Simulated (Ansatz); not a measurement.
**Be (P6_3/mmc, 2 atoms in the cell): phonons and vibrational spectra**

Task: relax Be (P6_3/mmc, 2 atoms in the cell), then find its harmonic phonons.

Method: DFT PBEsol, scalar-relativistic, plane waves, PAW, in Ansatz 0.2.0.

Experimental background.

“D retention and material defects probed using Raman microscopy in JET limiter samples and beryllium-based synthesized samples” (2021, arxiv:2109.15077) quotes from earlier work for Be, hexagonal close-packed (crystalline beryllium, reference value from earlier work): Raman mode (E2g) 455 cm⁻¹ [literature value quoted in the methods section; measurement temperature and sample not …].

## (1) The starting structure

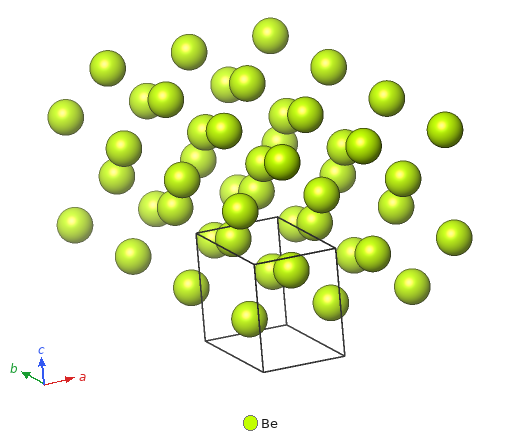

The cell as given, from a free direction (beryllium green). 3×4×2 cells are drawn.

## (2) Bringing the structure to rest

Harmonic phonons are second derivatives at a point where the forces vanish, and they are wanted at zero stress, so atoms and cell are relaxed first.

input.yaml

```yaml
crystal:
  lattice:
    - [2.2853, 0.0, 0.0]
    - [-1.14265, 1.9791278553, 0.0]
    - [0.0, 0.0, 3.5842]
  atoms:
    - { symbol: Be, position: [0.3333333333, 0.6666666667, 0.25] }
    - { symbol: Be, position: [0.6666666667, 0.3333333333, 0.75] }
kpoints:
  mp_grid: { grid: [21, 21, 12] }
hamiltonian:
  xc: pbesol
scf:
  occupations: { method: gaussian, width: 0.1 }
output:
  forces: true
  stress: true
  eigenvalues: true
relax:
  adjacent_minimum: "off"
  f_tol: 0.005
  max_steps: 80
  cell: { stress_tol: 0.05 }
```

Run with:

```
> ansatz run input.yaml --threads 4 --pin off --max-ram 7168MiB --backend cpu --events-out ev --progress --plain --runs-dir out
```

Numbers of over 12 decimals in the logs are rounded to 6 here.

The log of the run:

```text
Engine: ansatz 0.2.0, aarch64-unknown-linux-gnu
Pseudopotentials: kind: paw
Pseudopotential: Be, paw, valence charge 2, recommended cutoff 420 eV (normal), Be.paw.azcp
Functional definition: PBEsol
  exchange = pbesol_x
  correlation = pbesol_c
Crystal: 2 atoms, lattice volume = 16.211 Å³
Basis set: ecut = 420 eV, 311 PW (Γ), exchange–correlation on 32×32×48 points (8 copies of the dense FFT grid, shifted against one another)
Bands: 6, of which v1, the nominal top of the filled ones, is band 2 counted from 1 (1 counted from 0)
Symmetry: 24 space group operations
Space group: P63/mmc (ITA 194), of the structure as read, at distance tolerance 2.5e-5 Å
k-points: 336 of 5292
Non-local potential: Be, projectors of the file, l = 0: 2, l = 1: 2, l = 2: 1
PAW form: soft (Blöchl's): semilocal exchange-correlation on the pseudo side does not see the compensation charge
PAW frozen core: Be, regenerated for the run's functional, and the local potential with it (the file was generated under x = pbe(κ = 0.804, μ = 0.219515), c = pbe(β = 0.066725))
PAW one-centre angular grid: Be, 110 points (default); XC on 64 Gauss nodes
Initial density: superposition of atomic densities (neutral atoms: chi_scale 0, normalization atom), corrected by the library's trained network
Initial wavefunctions: pseudopotential atomic-orbital guess
Functional: x = pbesol(κ = 0.804, μ = 0.123457), c = pbesol(β = 0.046)
SCF iter   1: F=—  HF=-180.690030 eV  |F-HF|=—  |Δ(HF+E_count)|=         —  Δρ=1.36e-3  dr2=2.24e-4  ethr=1.77e-3  ⟨swp⟩=5.4  Hψ=17574  notcnv=0
preconditioner: auto → none  [metal: Δε(μ)=0.022 eV  Ē_g=12.652 eV  σ=0.100 eV  W_gap=0.12  n_scr=2 (ndim 8)  ℏωp=18.4 eV  f_vac=0.000  D(μ)=0.32/eV (n_scr^D=2)  sad-step TF]
SCF iter   2: F=—  HF=-180.689971 eV  |F-HF|=—  |Δ(HF+E_count)|=   5.88e-5  Δρ=8.35e-4  dr2=8.58e-5  ethr=5.61e-6  ⟨swp⟩=1.3  Hψ=4826  notcnv=0
SCF iter   3: F=—  HF=-180.689986 eV  |F-HF|=—  |Δ(HF+E_count)|=   1.55e-5  Δρ=2.44e-5  dr2=4.24e-8  ethr=2.15e-6  ⟨swp⟩=1.0  Hψ=2025  notcnv=0
iter 4 did not close the SCF: its close was put off for the readings that it lacked (scf_convergence_deferred on its scf_iter line)
SCF iter   4: F=-180.689986 eV  HF=-180.689986 eV  |F-HF|=1.65e-9  |Δ(HF+E_count)|=   4.58e-7  Δρ=5.85e-6  dr2=4.65e-9  ethr=1.06e-9  ⟨swp⟩=2.1  Hψ=2685  notcnv=0
iter 5 did not close the SCF: its close was put off for the readings that it lacked (scf_convergence_deferred on its scf_iter line)
SCF iter   5: F=-180.689986 eV  HF=-180.689986 eV  |F-HF|=5.06e-12  |Δ(HF+E_count)|=   1.53e-9  Δρ=3.85e-7  dr2=1.78e-11  ethr=1.16e-10  ⟨swp⟩=1.0  Hψ=2014  notcnv=0
SCF iter   6: F=-180.689986 eV  HF=-180.689986 eV  |F-HF|=5.68e-14  |Δ(HF+E_count)|=  4.49e-12  Δρ=2.88e-8  dr2=6.37e-14  ethr=1.00e-12  ⟨swp⟩=1.0  Hψ=5074  notcnv=0
SCF 1 converged in 6 iterations: F = -180.689986 eV  dr2 = 6.37e-14
  greatest PAW one-centre occupation: 0.354 electrons in one spin orbital (limit 2), on the Be atom at site 1 (counted from 0), in its partial waves of l = 0
relax step   1: F+E_penalty+E_count = -180.68998603 eV  Δ(F+E_penalty+E_count) = +0.000e0 eV  max|allowed force component| = 7.401e-17 eV/Å  Δτ_max = 0.0000 Å  P = -3.919 GPa  Ω = 16.211 Å³  (6 SCF iters, dr2 threshold 1.00e-7 eV, accepted)
Crystal: 2 atoms, lattice volume = 15.895 Å³
Initial density: handed on by an earlier stage of this run
Initial wavefunctions: those handed on with the density
iter 1 solved again at ethr=4.86e-7 eV; its pass at ethr=3.10e-3 eV (dr2=1.94e-5 eV) is discarded
SCF iter   1: F=—  HF=-180.695850 eV  |F-HF|=—  |Δ(HF+E_count)|=         —  Δρ=5.25e-4  dr2=1.94e-5  ethr=4.86e-7  ⟨swp⟩=2.4  Hψ=19965  notcnv=0
preconditioner: auto → none  [metal: Δε(μ)=0.002 eV  Ē_g=12.843 eV  σ=0.100 eV  W_gap=0.01  n_scr=2 (ndim 8)  ℏωp=18.6 eV  f_vac=0.000  D(μ)=0.31/eV (n_scr^D=2)]
SCF iter   2: F=—  HF=-180.695900 eV  |F-HF|=—  |Δ(HF+E_count)|=   4.95e-5  Δρ=2.58e-4  dr2=4.47e-6  ethr=4.85e-7  ⟨swp⟩=1.0  Hψ=2016  notcnv=0
SCF iter   3: F=-180.695899 eV  HF=-180.695899 eV  |F-HF|=4.60e-10  |Δ(HF+E_count)|=   3.10e-7  Δρ=3.64e-6  dr2=5.56e-10  ethr=5.00e-9  ⟨swp⟩=3.0  Hψ=6441  notcnv=0
SCF 2 converged in 3 iterations: F = -180.695899 eV  dr2 = 5.56e-10
  greatest PAW one-centre occupation: 0.358 electrons in one spin orbital (limit 2), on the Be atom at site 1 (counted from 0), in its partial waves of l = 0
relax step   2: F+E_penalty+E_count = -180.69589933 eV  Δ(F+E_penalty+E_count) = -5.913e-3 eV  max|allowed force component| = 1.480e-16 eV/Å  Δτ_max = 0.0000 Å  P = -1.719 GPa  Ω = 15.895 Å³  energy of the carried Pulay correction = +5.158e-5 eV  (3 SCF iters, dr2 threshold 2.00e-7 eV, accepted)
Crystal: 2 atoms, lattice volume = 15.655 Å³
iter 1 solved again at ethr=3.17e-7 eV; its pass at ethr=3.10e-3 eV (dr2=1.27e-5 eV) is discarded
SCF iter   1: F=—  HF=-180.697099 eV  |F-HF|=—  |Δ(HF+E_count)|=         —  Δρ=4.02e-4  dr2=1.26e-5  ethr=3.17e-7  ⟨swp⟩=2.2  Hψ=19025  notcnv=0
preconditioner: auto → none  [metal: Δε(μ)=0.006 eV  Ē_g=12.983 eV  σ=0.100 eV  W_gap=0.04  n_scr=2 (ndim 8)  ℏωp=18.8 eV  f_vac=0.000  D(μ)=0.30/eV (n_scr^D=2)]
SCF iter   2: F=—  HF=-180.697139 eV  |F-HF|=—  |Δ(HF+E_count)|=   4.02e-5  Δρ=1.94e-4  dr2=2.71e-6  ethr=3.16e-7  ⟨swp⟩=1.0  Hψ=2016  notcnv=0
SCF iter   3: F=-180.697138 eV  HF=-180.697138 eV  |F-HF|=3.58e-10  |Δ(HF+E_count)|=   5.30e-7  Δρ=4.41e-6  dr2=9.94e-10  ethr=5.00e-9  ⟨swp⟩=3.0  Hψ=6462  notcnv=0
SCF 3 converged in 3 iterations: F = -180.697138 eV  dr2 = 9.94e-10
  greatest PAW one-centre occupation: 0.362 electrons in one spin orbital (limit 2), on the Be atom at site 1 (counted from 0), in its partial waves of l = 0
relax step   3: F+E_penalty+E_count = -180.69713840 eV  Δ(F+E_penalty+E_count) = -1.239e-3 eV  max|allowed force component| = 1.665e-16 eV/Å  Δτ_max = 0.0000 Å  P = +0.136 GPa  Ω = 15.655 Å³  energy of the carried Pulay correction = +9.108e-5 eV  (3 SCF iters, dr2 threshold 2.00e-7 eV, accepted)
[...]
relax step   4: F+E_penalty+E_count = -180.69715022 eV  Δ(F+E_penalty+E_count) = -1.182e-5 eV  max|allowed force component| = 4.811e-16 eV/Å  Δτ_max = 0.0000 Å  P = -0.001 GPa  Ω = 15.671 Å³  energy of the carried Pulay correction = +8.860e-5 eV  (3 SCF iters, dr2 threshold 2.00e-7 eV, accepted)
[...]
relax step   5: F+E_penalty+E_count = -180.69715158 eV  Δ(F+E_penalty+E_count) = -1.365e-6 eV  max|allowed force component| = 3.701e-17 eV/Å  Δτ_max = 0.0000 Å  P = +0.000 GPa  Ω = 15.671 Å³  energy of the carried Pulay correction = +8.853e-5 eV  (2 SCF iters, dr2 threshold 1.85e-8 eV, accepted)
Initial wavefunctions: pseudopotential atomic-orbital guess (no wavefunctions were taken with the density)
iter 1 solved again at ethr=1.98e-9 eV; its pass at ethr=3.10e-3 eV (dr2=7.94e-8 eV) is discarded
SCF iter   1: F=—  HF=-180.697033 eV  |F-HF|=—  |Δ(HF+E_count)|=         —  Δρ=2.13e-5  dr2=1.89e-8  ethr=1.98e-9  ⟨swp⟩=3.1  Hψ=23676  notcnv=0
SCF iter   2: F=—  HF=-180.697077 eV  |F-HF|=—  |Δ(HF+E_count)|=   4.38e-5  Δρ=1.11e-5  dr2=5.16e-9  ethr=4.73e-10  ⟨swp⟩=2.0  Hψ=2688  notcnv=0
SCF iter   3: F=—  HF=-180.697077 eV  |F-HF|=—  |Δ(HF+E_count)|=   2.94e-9  Δρ=9.16e-7  dr2=5.82e-11  ethr=1.29e-10  ⟨swp⟩=1.0  Hψ=2016  notcnv=0
SCF iter   4: F=-180.697077 eV  HF=-180.697077 eV  |F-HF|=2.25e-12  |Δ(HF+E_count)|=  9.12e-12  Δρ=2.66e-7  dr2=3.25e-12  ethr=1.00e-12  ⟨swp⟩=4.0  Hψ=5095  notcnv=0
SCF 6 converged in 4 iterations: F = -180.697077 eV  dr2 = 3.25e-12
relax step   6: F+E_penalty+E_count = -180.69707719 eV  Δ(F+E_penalty+E_count) = +7.440e-5 eV  max|allowed force component| = 3.701e-17 eV/Å  Δτ_max = 0.0000 Å  P = -0.008 GPa  Ω = 15.671 Å³  stress off target by 9.63e-3 GPa  SCF on the basis re-selected at this cell (its energy is not comparable with the rows above)  (4 SCF iters)
basis re-selected at this cell: Δ(F+E_penalty+E_count) = +7.440e-5 eV, ΔP = -0.008 GPa vs the last step (what re-selecting the basis moved, of the pressure what is left beyond the Pulay correction that the steps carried, after the strain that the cell walked since its last selection, with what the two solves' SCF thresholds leave and, on support functions, any second-order correction that the steps lacked; it is no m [...]
SCF converged after 4 iterations
Free energy (F): -180.697077 eV
Harris-Foulkes:  -180.697077 eV  (|F-HF|=2.25e-12)
Internal energy: -180.695573 eV  (E = F + TS)
E sigma→0 (E₀):  -180.696325 eV
Entropy (-TS):   -0.001504 eV (-0.752 meV/atom)
Fermi energy:    8.226556 eV
--- Per-component energies (eV) ---
  E_band       = 12.420406
  E_kinetic    = 42.394214
  E_local      = 5.696178  (includes V_loc(G=0)·N_el)
  E_nonlocal   = 8.857609
  E_hartree    = 0.081641
  E_xc         = -39.528319
  E_vxc        = -41.950877  (∫ρ·V_xc dr)
  E_paw        = -114.475411  (= ΣΔE_a)
  E_vpaw       = -2.739998  (= ΣTr[D̂ρ^β])
  E_aug_tail   = -0.000001  (compensation charges beyond the density's cutoff)
  E_ewald      = -83.740547
  E_core_change = 0.019063  (= ΣΔE_core)
  E_smearing   = -0.001504  (= −TS)
  E_closure    = -0.000000  (closes the sum)
  Σ components = -180.697077   (vs F -180.697077, Δ=0.00e0)
--- Forces (eV/Å), atoms counted from 1 ---
  atom   1  Be     0.00000000    -0.00000000     0.00000000
  atom   2  Be     0.00000000     0.00000000    -0.00000000
  max |Σ_I F_I| component: 1.11e-16 eV/Å
--- Stress (GPa, compression-positive) ---
       -0.007462      -0.000000      -0.000000
        0.000000      -0.007462       0.000000
        0.000000       0.000000      -0.009634
  P = ⅓ Tr σ = -0.0082 GPa (-0.082 kbar)
--- Band table (eV; the first three rows and the last of 336) ---
  k-point 0: bands = ["-3.1946", "3.6834", "9.3068", "24.3307", "24.3307", "27.1870"]
  k-point 1: bands = ["-3.1346", "3.3265", "9.8048", "24.3859", "24.3859", "27.1681"]
  k-point 2: bands = ["-2.9545", "2.5051", "11.0476", "24.5485", "24.5485", "27.1013"]
  k-point 335: bands = ["7.0535", "7.0535", "8.5297", "8.5297", "14.5816", "14.5816"]
--- Relaxed structure (5 steps of the walk, 5 accepted, 1 SCFs on fresh bases) ---
  F+E_penalty+E_count = -180.69707719 eV   max|allowed force component| = 3.701e-17 eV/Å   (the final SCF, on the basis selected at the relaxed cell)
  cell:  # Å, volume = 15.6711 Å³
    - [2.255068, 0, 0]
    - [-1.127534, 1.952946, 0]
    - [0, 0, 3.558349]
  atoms:
    - { symbol: Be, position: [0.333333, 0.666667, 0.250000] }
    - { symbol: Be, position: [0.666667, 0.333333, 0.750000] }
```

It took 4.1 s on 4 threads of Arm Neoverse V1, shared host; peak memory 0.34 GiB; 15 s of CPU time.

The steps of the relaxation:

| step | energy less that of the first step (eV) | largest force component (eV/Å) | pressure (GPa) | volume (Å³) |
| --- | --- | --- | --- | --- |
| 1 | 0.0000 | 0.0000 | -3.92 | 16.21 |
| 2 | -0.0059 | 0.0000 | -1.72 | 15.90 |
| 3 | -0.0072 | 0.0000 | 0.14 | 15.66 |
| 4 | -0.0072 | 0.0000 | 0.00 | 15.67 |
| 5 | -0.0072 | 0.0000 | 0.00 | 15.67 |
| 6* | -0.0071 | 0.0000 | -0.01 | 15.67 |

Relaxation steps marked * repeat the geometry before them on a plane-wave basis chosen anew for their cell, so energy and pressure can jump there.

Forces are held to the 24 operations that the run works with; a distortion that breaks them can't arise in this run.

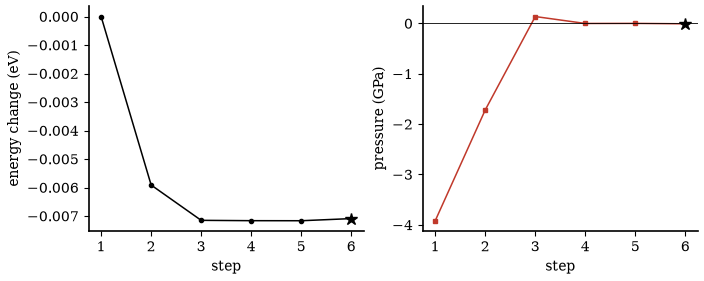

Energy and pressure along the relaxation. Stars mark steps on a basis chosen anew.

| conventional cell, symmetrised | before | after | change |
| --- | --- | --- | --- |
| a (Å) | 2.285 | 2.255 | -1.3 % |
| b (Å) | 2.285 | 2.255 | -1.3 % |
| c (Å) | 3.584 | 3.558 | -0.7 % |
| volume (Å³/atom) | 8.11 | 7.84 | -3.3 % |

Final coordinates:

```cif
data_structure
_symmetry_space_group_name_H-M 'P 1'
_symmetry_Int_Tables_number 1
_cell_length_a 2.2551
_cell_length_b 2.2551
_cell_length_c 3.5583
_cell_angle_alpha 90.000
_cell_angle_beta 90.000
_cell_angle_gamma 120.000
_cell_volume 15.67
loop_
_atom_site_label
_atom_site_type_symbol
_atom_site_fract_x
_atom_site_fract_y
_atom_site_fract_z
_atom_site_occupancy
Be1 Be 0.33333 0.66667 0.25000 1
Be2 Be 0.66667 0.33333 0.75000 1
```

This step gave:

| Item | Value |
| --- | --- |
| pressure | -0.008186 GPa |
| volume per atom | 7.836 Å³ |
| gap on the k-mesh | 0 eV |

In this step the volume went from 8.11 to 7.84 Å³/atom.

## (3) Relaxing to small forces for the phonons

Phonons need a cell at rest on their own settings, so the relaxation is repeated with tight tolerances on forces and stress, using the mesh and the filling of the phonon run that follows.

input.yaml

```yaml
crystal:
  lattice:
    - [2.2550681473, 0.0, 0.0]
    - [-1.1275340737, 1.9529463028, 0.0]
    - [0.0, 0.0, 3.5583492325]
  atoms:
    - { symbol: Be, position: [0.3333333333, 0.6666666667, 0.25] }
    - { symbol: Be, position: [0.6666666667, 0.3333333333, 0.75] }
kpoints:
  mp_grid: { grid: [24, 24, 12] }
hamiltonian:
  xc: pbesol
scf:
  occupations: { method: methfessel_paxton, width: 0.2 }
output:
  forces: true
  stress: true
  eigenvalues: true
relax:
  adjacent_minimum: "off"
  f_tol: 0.001
  max_steps: 60
  cell: { stress_tol: 0.01 }
```

The log of the run:

```text
[...]
Crystal: 2 atoms, lattice volume = 15.671 Å³
Basis set: ecut = 420 eV, 311 PW (Γ), exchange–correlation on 32×32×48 points (8 copies of the dense FFT grid, shifted against one another)
Bands: 6, of which v1, the nominal top of the filled ones, is band 2 counted from 1 (1 counted from 0)
Symmetry: 24 space group operations
[...]
k-points: 427 of 6912
[...]
P = ⅓ Tr σ = 0.0056 GPa (0.056 kbar)
--- Band table (eV; the first three rows and the last of 427) ---
[...]
--- Relaxed structure (3 steps of the walk, 3 accepted, 1 SCFs on fresh bases) ---
[...]
cell:  # Å, volume = 15.6754 Å³
    - [2.257063, 2.8893039651790715e-11, 0.0]
    - [-1.128532, 1.954674, 0.0]
    - [0.0, 0.0, 3.553046]
  atoms:
    - { symbol: Be, position: [0.333333, 0.666667, 0.250000] }
    - { symbol: Be, position: [0.666667, 0.333333, 0.75] }
[key lines of the parts left out:]
SCF converged after 4 iterations
Free energy (F): -180.698486 eV
Fermi energy:    8.150340 eV
```

Run time: 3.7 s. Hardware: 4 threads; peak memory 0.35 GiB.

The steps of the relaxation:

| step | energy less that of the first step (eV) | largest force component (eV/Å) | pressure (GPa) | volume (Å³) |
| --- | --- | --- | --- | --- |
| 1 | 0.0000 | 0.0000 | 0.01 | 15.67 |
| 2 | -0.0001 | 0.0000 | 0.01 | 15.67 |
| 3 | -0.0001 | 0.0000 | 0.01 | 15.68 |
| 4* | -0.0001 | 0.0000 | 0.01 | 15.68 |

Relaxation steps marked * repeat the geometry before them on a plane-wave basis chosen anew for their cell, so energy and pressure can jump there.

The run keeps the 24 symmetry operations that it works with, so distortions that break them were not tested.

| conventional cell, symmetrised | before | after | change |
| --- | --- | --- | --- |
| a (Å) | 2.255 | 2.257 | +0.1 % |
| b (Å) | 2.255 | 2.257 | +0.1 % |
| c (Å) | 3.558 | 3.553 | -0.1 % |
| volume (Å³/atom) | 7.84 | 7.84 | +0.0 % |

Final coordinates:

```
Be
1.0
     2.25706    0.00000    0.00000
    -1.12853    1.95467    0.00000
     0.00000    0.00000    3.55305
Be
2
Direct
  0.33333 0.66667 0.25000
  0.66667 0.33333 0.75000
```

Numbers from this step:

- pressure: 0.005634 GPa
- volume per atom: 7.838 Å³

The forces vanish by symmetry and the pressure is 0.006 GPa, within the tolerances set. The cell now holds 7.84 Å³/atom.

## (4) Linear response at the zone centre

The zone centre comes first: it holds the modes that light can see, as far as symmetry allows. No field response is asked, since the mesh shows no gap.

input.yaml, the sections that differ from step 3:

```yaml
crystal:
  lattice:
    - [2.2570630982, 0.0, 0.0]
    - [-1.1285315491, 1.954673981, 0.0]
    - [0.0, 0.0, 3.5530460613]
  atoms:
    - { symbol: Be, position: [0.3333333333, 0.6666666667, 0.25] }
    - { symbol: Be, position: [0.6666666667, 0.3333333333, 0.75] }
output:
  eigenvalues: true
phonons:
  method: dfpt
# kpoints, hamiltonian, scf: as in step 3
# relax: removed
```

The log of the run:

```text
zone centre: on kpoints.mp_grid the ground state, and the responses unless they are solved on pairs of k-points, stand on 1099 of the mesh's 6912 k-points, reduced under 4 symmetry operations, with k and −k counted as one. Each operation leaves every solved displacement unchanged or reverses it
[...]
Crystal: 2 atoms, lattice volume = 15.675 Å³
Basis set: ecut = 420 eV, 311 PW (Γ), exchange–correlation on 32×32×48 points (8 copies of the dense FFT grid, shifted against one another)
Bands: 6, of which v1, the nominal top of the filled ones, is band 2 counted from 1 (1 counted from 0)
Symmetry: 24 space group operations
k-points: 1099 of 6912 (irreducible under 4 space group operations, time reversal used)
[...]
SCF iter   1: F=—  HF=-180.698607 eV  |F-HF|=—  |Δ(HF+E_count)|=         —  Δρ=1.52e-3  dr2=2.74e-4  ethr=1.77e-3  ⟨swp⟩=5.3  Hψ=55314  notcnv=0
[...]
SCF iter   6: F=-180.698486 eV  HF=-180.698486 eV  |F-HF|=1.71e-13  |Δ(HF+E_count)|=  1.93e-12  S|Δr|=    0.00e0  Δρ=2.44e-8  dr2=3.67e-14  ethr=1.00e-12  ⟨swp⟩=4.0  Hψ=16578  notcnv=0
SCF 1 converged in 6 iterations: F = -180.698486 eV  dr2 = 3.67e-14
[...]
DFPT response loops at Γ: preconditioner auto → Kerker (q_TF=auto, 2.173 Å⁻¹) (partly filled bands, converged f_vac=0.000); β = 1.00, the filter's whole step (`scf.mixing.beta` (0.50) is not read by the response loops under this deck's `scf.mixing.preconditioner`; to damp them name `kerker` or `kerker_dos`, under which they read `scf.mixing.beta`, and type it under 1.00, their step now; both keys bind the ground state too); Broyden in place of MSR1
SCF converged after 6 iterations
[...]
Free energy (F): -180.698486 eV
[...]
Internal energy: -180.698000 eV  (E = F + TS)
E sigma→0 (E₀):  -180.698364 eV
Entropy (-TS):   -0.000486 eV (-0.243 meV/atom)
Fermi energy:    8.150340 eV
[...]
--- Band table (eV; the first three rows and the last of 1099) ---
[...]
--- Phonons (Γ-DFPT): 2 representative perturbations + reference, on 1099 of 6912 k-points (Σ response iterations 6) ---
  k mesh reduced under 4 symmetry operations, with k and −k counted as one. Each operation leaves every solved displacement unchanged or reverses it
  ASR residual: 1.876e-4 → 0.000e0 eV/Å²; symmetrization residual: 5.329e-15 eV/Å²
  ASR residual per site (eV/Å²): 1.88e-4 1.88e-4
  Γ frequencies (cm⁻¹): 0.00 0.00 0.00 465.88 465.88 701.76
  non-analytic LO–TO correction: not included (Born effective charges unavailable; polar crystals: no LO–TO splitting at Γ)
```

The job ended after 5.8 s (4 threads; peak memory 0.59 GiB).

Numbers from this step:

* sum-rule residual before enforcement: 1.88e-4 eV/Å²
* point group: 6/mmm
* highest optical mode at the zone centre (no LO-TO term): 701.8 cm⁻¹
* lowest optical zone-centre mode: 465.9 cm⁻¹

Patterns of degenerate modes are one choice out of their space. Modes at Γ:

| mode | frequency (cm⁻¹) | symmetry |
| --- | --- | --- |
| 1 | 0.0 | acoustic |
| 2 | 0.0 | acoustic |
| 3 | 0.0 | acoustic |
| 4 | 465.9 | E2g |
| 5 | 465.9 | E2g |
| 6 | 701.8 | B1g |

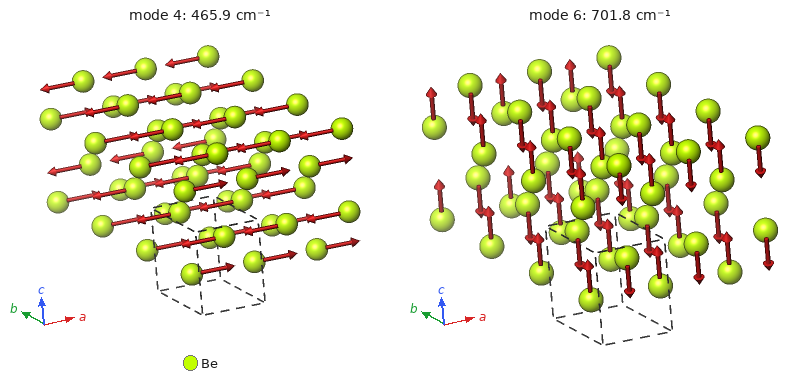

Displacement patterns of modes 4 and 6 at Γ; arrows are exaggerated. 3×4×2 cells are drawn.

Before it was imposed, the acoustic sum rule was missed by 1.9e-4 eV/Å². Small misses are needed for a sound result but don't prove that mesh and cutoff are converged. The lowest optical mode is real, 466 cm⁻¹.

(Part 1 of 2 ends here.)

[Logs are printed without paths, hosts, clocks, repeated set-up lines and the standing remarks that a program may print on its own settings, such as how far it seeks lower states.]

[Hosts, paths, dates, database ids (printed as entryN), source tags and the programs' standing remarks are cut or masked in the printed files.]
